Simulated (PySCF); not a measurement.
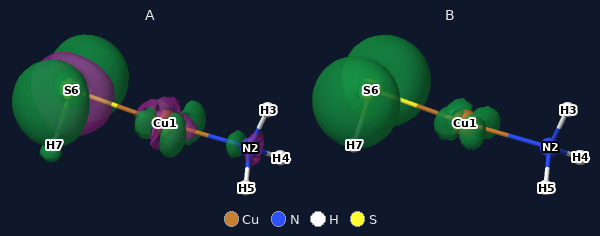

Figure 1: Cu(NH3)(SH) (CuH4NS). The Fukui function f⁻ from two separate SCF calculations and the density of the HOMO, at ±0.04 e/Å³ (green positive, purple negative).

Level of theory: PBE0/def2-TZVP (PySCF), at a geometry from GFN2-xTB. This is a single-reference result, which may miss multireference character in this system. No frequency check shows the geometry to be a minimum. GFN2-xTB bond lengths at metals and heavier atoms can be off by up to 0.1 Å and shapes distorted, which carries into these values.

Input

```python
import numpy as np
from pyscf import gto, scf, dft
from pyscf.scf import atom_ks, atom_hf
from scipy.linalg import block_diag

def solve(mol, dm0=None, hcore=None):
    mf = (dft.UKS if mol.spin else dft.RKS)(mol, xc='pbe0')
    mf.grids.level = 3
    mf = mf.density_fit(auxbasis='def2-universal-jkfit')
    mf.conv_tol, mf.max_cycle = 1e-8, 80
    if hcore is not None:
        mf.get_hcore = lambda *args: hcore
    mf.kernel(dm0)
    if not mf.converged:
        mf = mf.newton().run(mf.mo_coeff, mf.mo_occ, max_cycle=30)
    assert mf.converged, 'SCF not converged'
    return mf

mol = gto.M(atom='''
Cu     0.29569    -0.01475     0.00079
N      2.21736     0.01325    -0.00113
H      2.52502     0.97983     0.06398
H      2.56852    -0.39657    -0.86288
H      2.57427    -0.50966     0.79462
S     -1.85576     0.09210    -0.00059
H     -2.07214    -1.21223    -0.00117
''', basis='def2-tzvp', charge=0, spin=0, verbose=4)
mf = solve(mol)
out = dict(e0=mf.e_tot, dm0=mf.make_rdm1(), c=mf.mo_coeff, occ=mf.mo_occ, eps=mf.mo_energy)
for name, dq, spin in [('cation', 1, 1), ('anion', -1, 1)]:
    ion = mol.copy().set(charge=mol.charge + dq, spin=spin).build()
    mi = solve(ion)
    if spin and dq > 0 and mol.nao < 130:
        c, _, stable, _ = mi.stability(return_status=True)
        if not stable:
            mi = solve(ion, mi.make_rdm1(c, mi.mo_occ))
    print(name, 'vertical energy change / eV', (mi.e_tot - mf.e_tot) * 27.211386)
    out.update({'e_' + name: mi.e_tot, 'dm_' + name: mi.make_rdm1(), 's2_' + name: mi.spin_square()[0], 'eps_' + name: mi.mo_energy, 'occ_' + name: mi.mo_occ})
# spherically averaged free atoms, for the promolecule
atm = atom_ks.get_atm_nrks(mol, xc='pbe0')
pro = block_diag(*[(atm[a[0]][2] * atm[a[0]][3]) @ atm[a[0]][2].T for a in mol._atom])
np.savez('result.npz', pro=pro, **out)
```

Run with:

```sh
OMP_NUM_THREADS=1 python input.py
```

The run took 3 min on 1 thread of Intel(R) Xeon(R) Processor @ 2.50GHz (Skylake/Cascade Lake), with other jobs on the host, peak memory 0.63 GiB.

Partitions, critical points and surface values were worked out afterwards from this run's density.

Which panel is which, and how good is the frozen-orbital picture?

A is f⁻ (it has negative regions), B the HOMO density. The HOMO lies on S6 (79 %) and Cu1 (16 %); f⁻ (Hirshfeld-condensed) is largest on S6 (0.56); the vertical ionisation energy is 7.58 eV (the stability of the cation's solution wasn't checked). Relaxation shifts 22 % of the electron between atoms. The orbital energy is −5.35 eV.
